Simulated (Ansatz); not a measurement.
# PH2+ (triplet): correlated methods under varied settings at a displaced geometry (v1)

Aim: run PH2+ (triplet) at one geometry under a spread of methods and options, and see what each costs and gives.

Program: Ansatz 0.2.0, Gaussian basis. Level of theory: the settings change from run to run. These are calculated values, not measurements.

18 further runs of the same task are left out: 5 that didn't finish, 13 set aside as unsound or not needed.

**1. What is computed**

The geometry is a PBE0/def2-TZVP stationary point (not a proven minimum) with its atoms shifted at random (size 0.040 Å).

3 atoms, charge 1, spin multiplicity 3.

Atoms are counted from 1 here; the program's logs count them from 0.

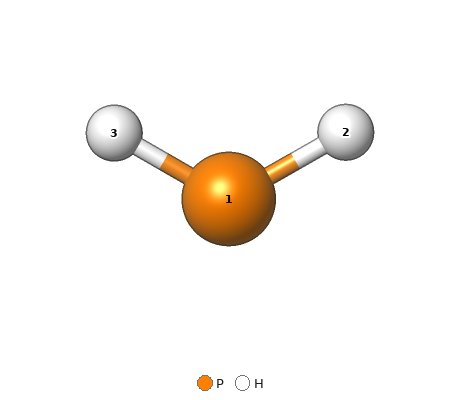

The geometry (phosphorus orange, hydrogen white); atoms are numbered from 1 in the order of the file.

Geometry (Å):

```xyz
3
H2P
P    -0.0014   -0.0426    0.0020
H    -0.0022    0.6255   -1.2489
H     0.0457    0.6848    1.1879
```

**2. NEVPT2(14,8)/STO-3G**

The input, in.yaml:

```yaml
crystal:
  periodic: [false, false, false]
  atoms:
    - {symbol: P, position_ang: [-0.001415, -0.042639, 0.001983]}
    - {symbol: H, position_ang: [-0.002248, 0.625484, -1.248888]}
    - {symbol: H, position_ang: [0.045716, 0.684794, 1.187935]}
basis:
  gaussian: {orbitals: STO-3G}
total_charge: 1
magnetization: {spin_polarized: false, initial_magnetization: 2}
correlation: {method: sc_nevpt2, electrons: all, active_space: {window: {electrons: 14, orbitals: 8}}}
```

On the command line:

```sh
> ansatz run in.yaml --threads 1 --pin off --events-out ev --progress --plain --max-ram 2393MiB
```

Log:

```text
Functional definition: HF
  name "HF"
  cite "Fock, Z. Phys. 61, 126 (1930) doi:10.1007/BF01340294"
  parent pbe
  exchange = exact_x
  correlation = 0
115 factors; integrals over basis functions are off by at most 2.5e-5 eV
mean field evaluation 1: about -9191.1242 eV, gradient 3.5e0 eV
mean field evaluation 2: about -9191.1256 eV, gradient 3.5e0 eV
mean field evaluation 4: about -9191.3303 eV, gradient 1.4e-1 eV
mean field evaluation 8: about -9191.3304 eV, gradient 8.9e-7 eV
mean field -9191.33041161 eV, -337.7751625190 hartree, gradient 8.9e-7 eV, S^2 2.000000; 0 other end points of the search recorded, 0 dependent functions left out
reference -9191.33041161 eV, -337.7751625190 hartree; 9, 7 occupied and 2, 4 virtual orbitals, 115 factors
state -9191.33308090 eV, -337.7752606138 hartree
state -9191.33308090 eV, -337.7752606138 hartree; corrected -9191.71568961 eV, -337.7893212245 hartree
WARN: 6 active orbitals are nearly empty or full. The corrections depend on them more than the energy does, and are more stable in an active space without them
Total energy: -9191.71568961 eV, -337.7893212245 hartree
```

It took 0.51 s on 1 thread of Intel Xeon at 2.50GHz, shared host.

From the report: 24 determinants; active occupations 2.00, 2.00, 2.00, 2.00, 2.00, 2.00, 1.00, 1.00. The report marks this result as in doubt.

**3. CISD/cc-pVTZ-DK**

The input, in.yaml:

```yaml
crystal:
  periodic: [false, false, false]
  atoms:
    - {symbol: P, position_ang: [-0.001415, -0.042639, 0.001983]}
    - {symbol: H, position_ang: [-0.002248, 0.625484, -1.248888]}
    - {symbol: H, position_ang: [0.045716, 0.684794, 1.187935]}
basis:
  gaussian: {orbitals: cc-pVTZ-DK}
total_charge: 1
magnetization: {spin_polarized: false, initial_magnetization: 2}
correlation: {active_space: {ras: {orbitals: [2, 2, 53], electrons: 6, max_holes: 2, max_particles: 2}, fixed_orbitals: true}}
```

The command is unchanged.

Log:

```text
Functional definition: HF
  name "HF"
  cite "Fock, Z. Phys. 61, 126 (1930) doi:10.1007/BF01340294"
  parent pbe
  exchange = exact_x
  correlation = 0
340 factors; integrals over basis functions are off by at most 1.0e-3 eV
mean field evaluation 1: about -9315.3452 eV, gradient 8.5e0 eV
mean field evaluation 2: about -9315.3494 eV, gradient 8.5e0 eV
mean field evaluation 4: about -9315.9348 eV, gradient 7.8e-1 eV
mean field evaluation 8: about -9315.9452 eV, gradient 1.0e-3 eV
mean field -9315.94522995 eV, -342.3546726262 hartree, gradient 3.2e-6 eV, S^2 2.000000; 0 other end points of the search recorded, 0 dependent functions left out
reference -9315.94522995 eV, -342.3546726262 hartree; 9, 7 occupied and 53, 55 virtual orbitals, 340 factors
state -9319.33369987 eV, -342.4791965990 hartree
Total energy: -9319.33369987 eV, -342.4791965990 hartree
Relativity: scalar
```

Wall time 5.5 s (1 thread of Intel Xeon at 2.50GHz, shared host).

From the report: 56,464 determinants.

**4. BCCD/def2-TZVP**

The input, in.yaml:

```yaml
crystal:
  periodic: [false, false, false]
  atoms:
    - {symbol: P, position_ang: [-0.001415, -0.042639, 0.001983]}
    - {symbol: H, position_ang: [-0.002248, 0.625484, -1.248888]}
    - {symbol: H, position_ang: [0.045716, 0.684794, 1.187935]}
basis:
  gaussian: {orbitals: def2-TZVP}
total_charge: 1
magnetization: {spin_polarized: true, initial_magnetization: 2}
hamiltonian: {xc: {name: r2SCAN}}
correlation: {method: bccd, electrons: outside_noble_gas}
scf: {omitted_lower_state_checks: [cluster_reference]}
```

Launched as before.

Log, shortened:

```text
Functional definition: r2SCAN
  name "r2SCAN"
  cite "Furness, Kaplan, Ning, Perdew & Sun, J. Phys. Chem. Lett. 11, 8208 (2020) doi:10.1021/acs.jpclett.0c02405"
  cite "Furness, Kaplan, Ning, Perdew & Sun, J. Phys. Chem. Lett. 11, 9248 (2020) doi:10.1021/acs.jpclett.0c03077"
  parent r2scan
[...]
312 factors; integrals over basis functions are off by at most 8.5e-4 eV
[...]
mean field -9309.03134818 eV, -342.1005921575 hartree, gradient 2.2e-6 eV, S^2 2.006991; 0 other end points of the search recorded, 0 dependent functions left out
5 core orbitals not correlated: weight in the atoms' cores, before any rotation towards them, 1.000 or more for the frozen orbitals, at most 0.000 for the correlated occupied ones
reference -9293.52364830 eV, -341.5306946983 hartree; 4, 2 occupied and 40, 42 virtual orbitals, 312 factors
second order -2.69261567 eV of doubles, -0.09082961 eV of singles
cycle   1  -3.20225429 eV  change   -4.2e-1 eV  update   4.5e-2
[...]
cycle   9  -3.35803430 eV  change    4.7e-6 eV  update   6.7e-6
Total energy: -9296.88168259 eV, -341.6541001826 hartree
Checks for a lower state left out: cluster_reference
```

Wall time 6 s (1 thread of Intel Xeon at 2.50GHz, shared host).

From the report: ⟨S²⟩ of the determinant 2.007 (pure triplet: 2.00); correlation -3.3580 eV; largest double amplitude 0.04.

**5. CCSD(T) on UHF/6-31G***

The input, in.yaml:

```yaml
crystal:
  periodic: [false, false, false]
  atoms:
    - {symbol: P, position_ang: [-0.001415, -0.042639, 0.001983]}
    - {symbol: H, position_ang: [-0.002248, 0.625484, -1.248888]}
    - {symbol: H, position_ang: [0.045716, 0.684794, 1.187935]}
basis:
  gaussian: {orbitals: "6-31G*"}
total_charge: 1
magnetization: {spin_polarized: true, initial_magnetization: 2}
correlation: {method: ccsd_t, electrons: valence}
```

The command is unchanged.

Log, shortened:

```text
Functional definition: HF
  name "HF"
  cite "Fock, Z. Phys. 61, 126 (1930) doi:10.1007/BF01340294"
  parent pbe
[...]
229 factors; integrals over basis functions are off by at most 8.6e-4 eV
[...]
mean field -9292.85003489 eV, -341.5059398622 hartree, gradient 8.5e-6 eV, S^2 2.006608; 0 other end points of the search recorded, 0 dependent functions left out
5 core orbitals not correlated: weight in the atoms' cores, before any rotation towards them, 1.000 or more for the frozen orbitals, at most 0.000 for the correlated occupied ones
reference -9292.85003489 eV, -341.5059398622 hartree; 4, 2 occupied and 14, 16 virtual orbitals, 229 factors
second order -1.78316387 eV of doubles, -0.00000000 eV of singles
cycle   1  -2.16791463 eV  change   -3.8e-1 eV  update   4.8e-2
[...]
cycle  10  -2.34177130 eV  change    1.6e-6 eV  update   1.4e-6
perturbative correction -0.04793773 eV, -0.0017616790 hartree
Total energy: -9295.23974392 eV, -341.5937600493 hartree
```

Run time: 1.4 s. Hardware: 1 thread of Intel Xeon at 2.50GHz, shared host.

From the report: ⟨S²⟩ of the determinant 2.007 (pure triplet: 2.00); correlation -2.3897 eV; T1 0.014; largest double amplitude 0.05.

**6. MRCISD+Q(relaxed)(4,7)/cc-pVDZ**

The input, in.yaml:

```yaml
crystal:
  periodic: [false, false, false]
  atoms:
    - {symbol: P, position_ang: [-0.001415, -0.042639, 0.001983]}
    - {symbol: H, position_ang: [-0.002248, 0.625484, -1.248888]}
    - {symbol: H, position_ang: [0.045716, 0.684794, 1.187935]}
basis:
  gaussian: {orbitals: cc-pVDZ}
total_charge: 1
magnetization: {spin_polarized: false, initial_magnetization: 2}
correlation: {method: fic_mrcisd_q_relaxed, electrons: outside_noble_gas, active_space: {window: {electrons: 4, orbitals: 7}, states: [{multiplicity: 3, weights: [1, 1]}, {multiplicity: 5, weights: [1]}], root: 1}}
scf: {lower_state_search: full}
```

Same command.

Log, shortened:

```text
Functional definition: HF
  name "HF"
  cite "Fock, Z. Phys. 61, 126 (1930) doi:10.1007/BF01340294"
  parent pbe
[...]
500 factors; integrals over basis functions are off by at most 1.7e-7 eV
[...]
mean field -9293.40034951 eV, -341.5261635516 hartree, gradient 2.2e-6 eV, S^2 2.000000; 5 other end points of the search recorded, 0 dependent functions left out
reference -9293.40034951 eV, -341.5261635516 hartree; 9, 7 occupied and 19, 21 virtual orbitals, 500 factors
state -9293.88638599 eV, -341.5440250628 hartree
state -9288.69133870 eV, -341.3531105960 hartree
contracted CI cycle   1: correlation 0.00000000 eV, 0.0000000000 hartree, residual 1.15e1 eV
contracted CI cycle   2: correlation -2.28998345 eV, -0.0841553395 hartree, residual 2.15e0 eV
contracted CI cycle   3: correlation -2.37135680 eV, -0.0871457551 hartree, residual 6.11e-1 eV
[...]
contracted CI cycle   4: correlation -2.50917164 eV, -0.0922103569 hartree, residual 3.43e-1 eV
contracted CI cycle   5: correlation -2.51272398 eV, -0.0923409031 hartree, residual 1.53e-1 eV
contracted CI cycle   6: correlation -2.51352855 eV, -0.0923704704 hartree, residual 8.81e-2 eV
contracted CI cycle   7: correlation -2.51376418 eV, -0.0923791296 hartree, residual 4.62e-2 eV
contracted CI cycle   8: correlation -2.51384237 eV, -0.0923820033 hartree, residual 2.64e-2 eV
contracted CI cycle   9: correlation -2.51385983 eV, -0.0923826447 hartree, residual 1.09e-2 eV
contracted CI cycle  10: correlation -2.51386343 eV, -0.0923827771 hartree, residual 5.15e-3 eV
contracted CI cycle  11: correlation -2.51386416 eV, -0.0923828038 hartree, residual 1.99e-3 eV
contracted CI cycle  12: correlation -2.51386427 eV, -0.0923828078 hartree, residual 7.68e-4 eV
state -9284.33725446 eV, -341.1931009516 hartree; corrected -9287.04369240 eV, -341.2925607113 hartree
Total energy: -9291.43517077 eV, -341.4539445647 hartree
```

Run time: 13 s. Hardware: 1 thread of Intel Xeon at 2.50GHz, shared host.

From the report: 220 determinants; active occupations (of the averaged states) 1.32, 1.31, 1.00, 0.35, 0.01, 0.01, 0.01.

**7. All runs side by side**

 † marks a result that the program doubts.

```tsv
level	correlated	functions	energy (eV)	time
NEVPT2(14,8)/STO-3G †	all	11	-9191.7157	0.51 s
CISD/cc-pVTZ-DK	outside noble gas	62	-9319.3337	5.5 s
BCCD/def2-TZVP (on r2SCAN orbitals)	outside noble gas	49	-9296.8817	6 s
CCSD(T) on UHF/6-31G*	valence	23	-9295.2397	1.4 s
MRCISD+Q(relaxed)(4,7)/cc-pVDZ (excited root 1 of an average)	outside noble gas	28	-9291.4352	13 s
```

**8. Results**

```
quantity                                                                value
    runs                                                                    5
quickest                                        NEVPT2(14,8)/STO-3G †, 0.51 s
 slowest  MRCISD+Q(relaxed)(4,7)/cc-pVDZ (excited root 1 of an average), 13 s
```

**Reading.** Total energies in different bases, with other cores or another treatment of relativity can't be set against each other. MRCISD+Q(relaxed)(4,7)/cc-pVDZ (excited root 1 of an average) took 25 times as long as NEVPT2(14,8)/STO-3G †; the jobs differ in more than the method.
